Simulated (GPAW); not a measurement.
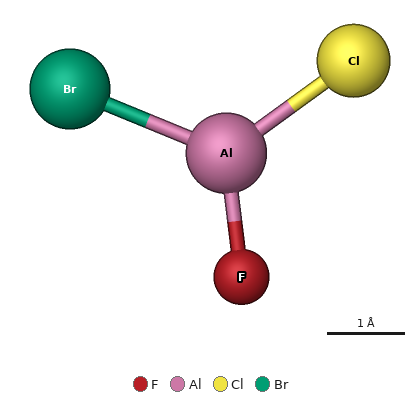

*The structure as given in the input (ball-and-stick view, seen on its broad side). Sticks mark near contacts.*

Bond lengths as drawn: Al–Br 2.22 Å, Al–Cl 2.07 Å and Al–F 1.63 Å.

# Property calculation, with input and output: AlBrClF

AlBrClF, computed with PBE/dzp, scalar-relativistic datasets (GPAW 26.7.0).

The run did not end well. The geometry comes from this level: PBE0-D4/def2-TZVP.

Log:
```
__  _  _
 | _ |_)|_||  |
 |__||  | ||/\| - 26.7.0

units:  Angstrom and eV
cores:  1
OpenMP: False

Versions:
  Python: 3.12.14
  ASE:    3.29.0
  Numpy:  2.5.5
  Scipy:  1.18.1
  Libxc:  7.0.0

        _gpaw.cpython-312-x86_64-linux-gnu.so

Input parameters:
  mode=LCAO(),
  basis={'default': 'dzp'},
  h=0.2,
  maxiter=5,
  symmetry=Symmetry(point_group=False, time_reversal=False),
  xc=XC(name='PBE')
           .-------------------------------------.
          /|                                     |
         / |                                     |
        /  |                                     |
       /   |                                     |
      /    |                                     |
     /     |                                     |
    /      |                                     |
   /       |                                     |
  /        |                                     |
 *         |                                     |
 |         |                                     |
 |         |               F                     |
 |         |                                     |
 |         |              Al                     |
 |         |           Br                        |
 |         |               Cl                    |
 |         |                                     |
 |         |                                     |
 |         .-------------------------------------.
 |        /                                     /
 |       /                                     /
 |      /                                     /
 |     /                                     /
 |    /                                     /
 |   /                                     /
 |  /                                     /
 | /                                     /
 |/                                     /
 *-------------------------------------*

Atoms  # Å, Bohr magnetons
|   | symbol |        x |        y |        z |    initial magnetic moments |
|---|--------|----------|----------|----------|-----------------------------|
| 0 |      F | 8.200300 | 8.648800 | 9.329100 | ( 0.0000,  0.0000,  0.0000) |
| 1 |     Al | 7.976100 | 8.116000 | 7.801500 | ( 0.0000,  0.0000,  0.0000) |
| 2 |     Cl | 9.077200 | 6.500000 | 7.133600 | ( 0.0000,  0.0000,  0.0000) |
| 3 |     Br | 6.500000 | 9.144400 | 6.500000 | ( 0.0000,  0.0000,  0.0000) |

Unit cell  # Å
| periodic |         x |         y |         z |   lengths |    angles |
|----------|-----------|-----------|-----------|-----------|-----------|
|       no | 15.577200 |  0.000000 |  0.000000 | 15.577200 | 90.000000 |
|       no |  0.000000 | 15.644400 |  0.000000 | 15.644400 | 90.000000 |
|       no |  0.000000 |  0.000000 | 15.829100 | 15.829100 | 90.000000 |

Number of symmetries: 1
Symmetry operations  # r_c * U_cc + t_c -> r_c
|   | kind |            matrix            |
|---|------|------------------------------|
| 0 |  E   |  1, 0, 0,  0, 1, 0,  0, 0, 1 |

BZ-sampling:
  Number of BZ points: 1
  Number of IBZ points: 1

  Monkhorst-Pack size: [1, 1, 1]
  Monkhorst-Pack shift: [0, 0, 0]

K-points  # in reciprocal-cell coordinates
|   |                                coordinates |     weight |
|---|--------------------------------------------|------------|
| 0 | (  0.00000000,   0.00000000,   0.00000000) | 1.00000000 |

basis functions: 52
Spin-components: 1 (collinear spins)
Bands:           16
Projectors:      20
Spin-degeneracy: 2
Datatype:        <class 'float'>

  Storage: CPU
  Wave functions: 6_656 bytes (6_656 per core)

Parallelization:
  kpt:    1
  domain: 1
  band:   1

Density:
  Valence electrons: 24.0
  Components: 1
  Grid points: [76 80 80]
  Charge: 0.0  # |e|

Potential:
  Grid points: [76 80 80]

species:
  F:
    name:    Fluorine
    Z:       9.0
    valence: 7
    core:    2
    charge:  0.0  # [|e|]
    file:    F.PBE.gz
    compensation charges:
      type: gauss
      rc: 0.20  # [Å]
      lmax: 2
    cutoffs:
      filter: 1.14  # [Å]
      core: 0.74  # [Å]
    projectors
    | kind |    occ | energy [eV] | rcut [Å] |
    |------|--------|-------------|----------|
    |   2s |  2.000 |     -29.898 |    0.635 |
    |   2p |  5.000 |     -11.110 |    0.635 |
    |    s |        |      -2.687 |    0.635 |
    |    p |        |      16.102 |    0.635 |
    |    d |        |       0.000 |    0.635 |

    LCAO basis set for F:
      Name: dzp
      File: F.dzp.basis.gz
      Number of radial functions: 5
      Number of spherical harmonics: 13
        l=0, rc=3.8594 Bohr: 2s-sz confined orbital
        l=1, rc=4.8750 Bohr: 2p-sz confined orbital
        l=0, rc=2.0156 Bohr: 2s-dz split-valence wave
        l=1, rc=2.6094 Bohr: 2p-dz split-valence wave
        l=2, rc=4.8750 Bohr: d-type Gaussian polarization
      Number of RI-basis functions 0

  Al:
    name:    Aluminium
    Z:       13.0
    valence: 3
    core:    10
    charge:  0.0  # [|e|]
    file:    Al.PBE.gz
    compensation charges:
      type: gauss
      rc: 0.34  # [Å]
      lmax: 2
    cutoffs:
      filter: 1.91  # [Å]
      core: 2.36  # [Å]
    projectors
    | kind |    occ | energy [eV] | rcut [Å] |
    |------|--------|-------------|----------|
    |   3s |  2.000 |      -7.753 |    1.085 |
    |   3p |  1.000 |      -2.712 |    1.085 |
    |    s |        |      19.459 |    1.085 |
    |    p |        |      24.499 |    1.085 |
    |    d |        |       0.000 |    1.085 |

    LCAO basis set for Al:
      Name: dzp
      File: Al.dzp.basis.gz
      Number of radial functions: 5
      Number of spherical harmonics: 13
        l=0, rc=7.8750 Bohr: 3s-sz confined orbital
        l=1, rc=10.4219 Bohr: 3p-sz confined orbital
        l=0, rc=4.6094 Bohr: 3s-dz split-valence wave
        l=1, rc=6.2812 Bohr: 3p-dz split-valence wave
        l=2, rc=10.4219 Bohr: d-type Gaussian polarization
      Number of RI-basis functions 0

  Cl:
    name:    Chlorine
    Z:       17.0
    valence: 7
    core:    10
    charge:  0.0  # [|e|]
    file:    Cl.PBE.gz
    compensation charges:
      type: gauss
      rc: 0.25  # [Å]
      lmax: 2
    cutoffs:
      filter: 1.40  # [Å]
      core: 1.49  # [Å]
    projectors
    | kind |    occ | energy [eV] | rcut [Å] |
    |------|--------|-------------|----------|
    |   3s |  2.000 |     -20.689 |    0.794 |
    |   3p |  5.000 |      -8.594 |    0.794 |
    |    s |        |       6.523 |    0.794 |
    |    p |        |      18.617 |    0.794 |
    |    d |        |       0.000 |    0.794 |

    LCAO basis set for Cl:
      Name: dzp
      File: Cl.dzp.basis.gz
      Number of radial functions: 5
      Number of spherical harmonics: 13
        l=0, rc=5.1719 Bohr: 3s-sz confined orbital
        l=1, rc=6.2656 Bohr: 3p-sz confined orbital
        l=0, rc=2.8281 Bohr: 3s-dz split-valence wave
        l=1, rc=3.5156 Bohr: 3p-dz split-valence wave
        l=2, rc=6.2656 Bohr: d-type Gaussian polarization
      Number of RI-basis functions 0

  Br:
    name:    Bromine
    Z:       35.0
    valence: 7
    core:    28
    charge:  0.0  # [|e|]
    file:    Br.PBE.gz
    compensation charges:
      type: gauss
      rc: 0.35  # [Å]
      lmax: 2
    cutoffs:
      filter: 1.98  # [Å]
      core: 2.38  # [Å]
    projectors
    | kind |    occ | energy [eV] | rcut [Å] |
    |------|--------|-------------|----------|
    |   4s |  2.000 |     -20.121 |    1.111 |
    |   4p |  5.000 |      -7.861 |    1.111 |
    |    s |        |       7.091 |    1.111 |
    |    p |        |      19.351 |    1.111 |
    |    d |        |       0.000 |    1.111 |

    LCAO basis set for Br:
      Name: dzp
      File: Br.dzp.basis.gz
      Number of radial functions: 5
      Number of spherical harmonics: 13
        l=0, rc=5.3594 Bohr: 4s-sz confined orbital
        l=1, rc=6.8125 Bohr: 4p-sz confined orbital
        l=0, rc=2.9375 Bohr: 4s-dz split-valence wave
        l=1, rc=3.8906 Bohr: 4p-dz split-valence wave
        l=2, rc=6.8125 Bohr: d-type Gaussian polarization
      Number of RI-basis functions 0

Reference energy: -92774.701175  # eV

eigensolver:
  <gpaw.new.lcao.eigensolver.LCAOEigensolver object at 0x779d5f9e2ba0>
density mixing:
  MSR1-Mixer
  Pratt-step length: 0.05
  Maximum mixing coefficient: 0.75
  Old densities: 10
  SVD Regularization: 0.005
  Good broyden scale: 1.0
  Trust region scale: 1.0
  Backstep threshold: 4.0
  History deletion threshold: 6.0
  Fourier metric: weight=20.0, sigma=0.015

occupation numbers:
  # Zero width

FastPoissonSolver using
    Stencil: 6*3+1=19 point O(h^6) finite-difference Laplacian
    FFT axes: []
    FST axes: [np.int64(0), np.int64(1), np.int64(2)]

xc functional:
  name: PBE with 2 nearest neighbor stencil
interpolation: tri-quintic # 5. degree polynomial

           .-------------------------------------.
          /|                                     |
         / |                                     |
        /  |                                     |
       /   |                                     |
      /    |                                     |
     /     |                                     |
    /      |                                     |
   /       |                                     |
  /        |                                     |
 *         |                                     |
 |         |                                     |
 |         |               F                     |
 |         |                                     |
 |         |              Al                     |
 |         |           Br                        |
 |         |               Cl                    |
 |         |                                     |
 |         |                                     |
 |         .-------------------------------------.
 |        /                                     /
 |       /                                     /
 |      /                                     /
 |     /                                     /
 |    /                                     /
 |   /                                     /
 |  /                                     /
 | /                                     /
 |/                                     /
 *-------------------------------------*

Atoms  # Å, Bohr magnetons
|   | symbol |        x |        y |        z |    initial magnetic moments |
|---|--------|----------|----------|----------|-----------------------------|
| 0 |      F | 8.200300 | 8.648800 | 9.329100 | ( 0.0000,  0.0000,  0.0000) |
| 1 |     Al | 7.976100 | 8.116000 | 7.801500 | ( 0.0000,  0.0000,  0.0000) |
| 2 |     Cl | 9.077200 | 6.500000 | 7.133600 | ( 0.0000,  0.0000,  0.0000) |
| 3 |     Br | 6.500000 | 9.144400 | 6.500000 | ( 0.0000,  0.0000,  0.0000) |

Unit cell  # Å
| periodic |         x |         y |         z |   lengths |    angles |
|----------|-----------|-----------|-----------|-----------|-----------|
|       no | 15.577200 |  0.000000 |  0.000000 | 15.577200 | 90.000000 |
|       no |  0.000000 | 15.644400 |  0.000000 | 15.644400 | 90.000000 |
|       no |  0.000000 |  0.000000 | 15.829100 | 15.829100 | 90.000000 |

Number of symmetries: 1
Symmetry operations  # r_c * U_cc + t_c -> r_c
|   | kind |            matrix            |
|---|------|------------------------------|
| 0 |  E   |  1, 0, 0,  0, 1, 0,  0, 0, 1 |

BZ-sampling:
  Number of BZ points: 1
  Number of IBZ points: 1

  Monkhorst-Pack size: [1, 1, 1]
  Monkhorst-Pack shift: [0, 0, 0]

K-points  # in reciprocal-cell coordinates
|   |                                coordinates |     weight |
|---|--------------------------------------------|------------|
| 0 | (  0.00000000,   0.00000000,   0.00000000) | 1.00000000 |

basis functions: 52
Spin-components: 1 (collinear spins)
Bands:           16
Projectors:      20
Spin-degeneracy: 2
Datatype:        <class 'float'>

  Storage: CPU
  Wave functions: 6_656 bytes (6_656 per core)

Parallelization:
  kpt:    1
  domain: 1
  band:   1

Density:
  Valence electrons: 24.0
  Components: 1
  Grid points: [76 80 80]
  Charge: 0.0  # |e|

Potential:
  Grid points: [76 80 80]

species:
  F:
    name:    Fluorine
    Z:       9.0
    valence: 7
    core:    2
    charge:  0.0  # [|e|]
    file:    F.PBE.gz
    compensation charges:
      type: gauss
      rc: 0.20  # [Å]
      lmax: 2
    cutoffs:
      filter: 1.14  # [Å]
      core: 0.74  # [Å]
    projectors
    | kind |    occ | energy [eV] | rcut [Å] |
    |------|--------|-------------|----------|
    |   2s |  2.000 |     -29.898 |    0.635 |
    |   2p |  5.000 |     -11.110 |    0.635 |
    |    s |        |      -2.687 |    0.635 |
    |    p |        |      16.102 |    0.635 |
    |    d |        |       0.000 |    0.635 |

    LCAO basis set for F:
      Name: dzp
      File: F.dzp.basis.gz
      Number of radial functions: 5
      Number of spherical harmonics: 13
        l=0, rc=3.8594 Bohr: 2s-sz confined orbital
        l=1, rc=4.8750 Bohr: 2p-sz confined orbital
        l=0, rc=2.0156 Bohr: 2s-dz split-valence wave
        l=1, rc=2.6094 Bohr: 2p-dz split-valence wave
        l=2, rc=4.8750 Bohr: d-type Gaussian polarization
      Number of RI-basis functions 0

  Al:
    name:    Aluminium
    Z:       13.0
    valence: 3
    core:    10
    charge:  0.0  # [|e|]
    file:    Al.PBE.gz
    compensation charges:
      type: gauss
      rc: 0.34  # [Å]
      lmax: 2
    cutoffs:
      filter: 1.91  # [Å]
      core: 2.36  # [Å]
    projectors
    | kind |    occ | energy [eV] | rcut [Å] |
    |------|--------|-------------|----------|
    |   3s |  2.000 |      -7.753 |    1.085 |
    |   3p |  1.000 |      -2.712 |    1.085 |
    |    s |        |      19.459 |    1.085 |
    |    p |        |      24.499 |    1.085 |
    |    d |        |       0.000 |    1.085 |

    LCAO basis set for Al:
      Name: dzp
      File: Al.dzp.basis.gz
      Number of radial functions: 5
      Number of spherical harmonics: 13
        l=0, rc=7.8750 Bohr: 3s-sz confined orbital
        l=1, rc=10.4219 Bohr: 3p-sz confined orbital
        l=0, rc=4.6094 Bohr: 3s-dz split-valence wave
        l=1, rc=6.2812 Bohr: 3p-dz split-valence wave
        l=2, rc=10.4219 Bohr: d-type Gaussian polarization
      Number of RI-basis functions 0

  Cl:
    name:    Chlorine
    Z:       17.0
    valence: 7
    core:    10
    charge:  0.0  # [|e|]
    file:    Cl.PBE.gz
    compensation charges:
      type: gauss
      rc: 0.25  # [Å]
      lmax: 2
    cutoffs:
      filter: 1.40  # [Å]
      core: 1.49  # [Å]
    projectors
    | kind |    occ | energy [eV] | rcut [Å] |
    |------|--------|-------------|----------|
    |   3s |  2.000 |     -20.689 |    0.794 |
    |   3p |  5.000 |      -8.594 |    0.794 |
    |    s |        |       6.523 |    0.794 |
    |    p |        |      18.617 |    0.794 |
    |    d |        |       0.000 |    0.794 |

    LCAO basis set for Cl:
      Name: dzp
      File: Cl.dzp.basis.gz
      Number of radial functions: 5
      Number of spherical harmonics: 13
        l=0, rc=5.1719 Bohr: 3s-sz confined orbital
        l=1, rc=6.2656 Bohr: 3p-sz confined orbital
        l=0, rc=2.8281 Bohr: 3s-dz split-valence wave
        l=1, rc=3.5156 Bohr: 3p-dz split-valence wave
        l=2, rc=6.2656 Bohr: d-type Gaussian polarization
      Number of RI-basis functions 0

  Br:
    name:    Bromine
    Z:       35.0
    valence: 7
    core:    28
    charge:  0.0  # [|e|]
    file:    Br.PBE.gz
    compensation charges:
      type: gauss
      rc: 0.35  # [Å]
      lmax: 2
    cutoffs:
      filter: 1.98  # [Å]
      core: 2.38  # [Å]
    projectors
    | kind |    occ | energy [eV] | rcut [Å] |
    |------|--------|-------------|----------|
    |   4s |  2.000 |     -20.121 |    1.111 |
    |   4p |  5.000 |      -7.861 |    1.111 |
    |    s |        |       7.091 |    1.111 |
    |    p |        |      19.351 |    1.111 |
    |    d |        |       0.000 |    1.111 |

    LCAO basis set for Br:
      Name: dzp
      File: Br.dzp.basis.gz
      Number of radial functions: 5
      Number of spherical harmonics: 13
        l=0, rc=5.3594 Bohr: 4s-sz confined orbital
        l=1, rc=6.8125 Bohr: 4p-sz confined orbital
        l=0, rc=2.9375 Bohr: 4s-dz split-valence wave
        l=1, rc=3.8906 Bohr: 4p-dz split-valence wave
        l=2, rc=6.8125 Bohr: d-type Gaussian polarization
      Number of RI-basis functions 0

Reference energy: -92774.701175  # eV

eigensolver:
  <gpaw.new.lcao.eigensolver.LCAOEigensolver object at 0x779d5f8dce60>
density mixing:
  MSR1-Mixer
  Pratt-step length: 0.05
  Maximum mixing coefficient: 0.75
  Old densities: 10
  SVD Regularization: 0.005
  Good broyden scale: 1.0
  Trust region scale: 1.0
  Backstep threshold: 4.0
  History deletion threshold: 6.0
  Fourier metric: weight=20.0, sigma=0.015

occupation numbers:
  # Zero width

FastPoissonSolver using
    Stencil: 6*3+1=19 point O(h^6) finite-difference Laplacian
    FFT axes: []
    FST axes: [np.int64(0), np.int64(1), np.int64(2)]

xc functional:
  name: PBE with 2 nearest neighbor stencil
interpolation: tri-quintic # 5. degree polynomial

Initialization done in: 11.229 s

convergence criteria:
- Maximum [total energy] change in last 3 cyles: 0.0005 eV / valence electron
- Maximum integral of absolute [dens]ity change: 0.0001 electrons / valence electron
- Maximum integral of absolute [eigenst]ate change: 4e-08 eV^2 / valence electron
maximum number of iterations: 5

SCF iterations
|iter     |     time |      energy | eigst |  dens |
|---------|----------|-------------|-------|-------|
|iter:   1| 00:00:11 |  -14.925101 |      c|       |
|iter:   2| 00:00:13 |  -14.717876 |      c| -1.06 |
|iter:   3| 00:00:14 |  -14.044183 |      c| -1.09 |
|iter:   4| 00:00:15 |  -14.030443 |      c| -1.49 |
|iter:   5| 00:00:16 |  -14.028698 |      c| -1.84 |
gpaw.KohnShamConvergenceError
```

The run was set up as follows.

The input (calc.py):
```python
import numpy as np
from ase import Atoms
from ase.units import Debye
from gpaw import GPAW

# Structure
atoms = Atoms('FAlClBr',
    positions=[[  0.275800,   0.531400,   1.633000],
               [  0.051600,  -0.001400,   0.105400],
               [  1.152700,  -1.617400,  -0.562500],
               [ -1.424500,   1.027000,  -1.196100]])
atoms.center(vacuum=6.5)

# Ground state
dft = GPAW(mode='lcao', basis='dzp', h=0.2, xc='PBE', maxiter=5, symmetry='off', txt='-')
atoms.calc = dft

energy = atoms.get_potential_energy()
print(f'Energy                  {energy:.5f} eV')
forces = atoms.get_forces()
print('Forces (eV/Ang)')
for symbol, f in zip(atoms.symbols, forces):
    print(f'{symbol:2} {f[0]:9.4f} {f[1]:9.4f} {f[2]:9.4f}')
dipole = atoms.get_dipole_moment() / Debye
print(f'Dipole: {np.linalg.norm(dipole):.3f} D')
homo, lumo = dft.get_homo_lumo()
print(f'HOMO                    {homo:.3f} eV')
print(f'LUMO                    {lumo:.3f} eV')
print(f'Gap = {lumo - homo:.3f} eV')
```

Launch command:
```bash
python calc.py
```

Outcome:

```json
{"quantity": "outcome", "value": "not converged"}
{"quantity": "hardware", "value": "1 thread of Intel Xeon @ 2.60GHz (Ice Lake), 24 GiB of memory available, shared host"}
{"quantity": "wall time", "value": "17 s"}
{"quantity": "peak memory", "value": "1.1 GiB"}
```

What went wrong:

Some settings of this run were drawn to be unusual or wrong (vacuum set to 6.5 (from 5.5)). The run did not converge. Its last values are not results.
